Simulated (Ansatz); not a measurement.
Consider BeBr$_{2}$ (space group Fm-3m, No. 225; a = 6.393 Å; a hypothetical phase, not in the database extracts checked).

Structures relaxed with Ansatz (an electronic-structure program) PBEsol, without spin-orbit coupling.

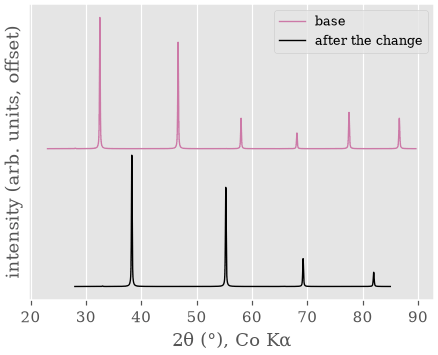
Fig. 1. Simulated powder patterns before (top) and after one change

### Question
Name the change that was made.
A) pressure 9 GPa
B) pressure 1.8 GPa
C) pressure 45 GPa
D) pressure 60 GPa

### Answer
D, pressure 60 GPa. Its volume per atom is 13.55 Å³ against 21.77 Å³, and its space group is Fm-3m (No. 225).

A case with no gap was solved on a k-mesh chosen for an insulator, which is coarse for it. Load acts through the strain it causes; cell and atoms are relaxed under it. No phonon test of stability was made. No other phases were tried under pressure. The final runs are not spin-polarised.
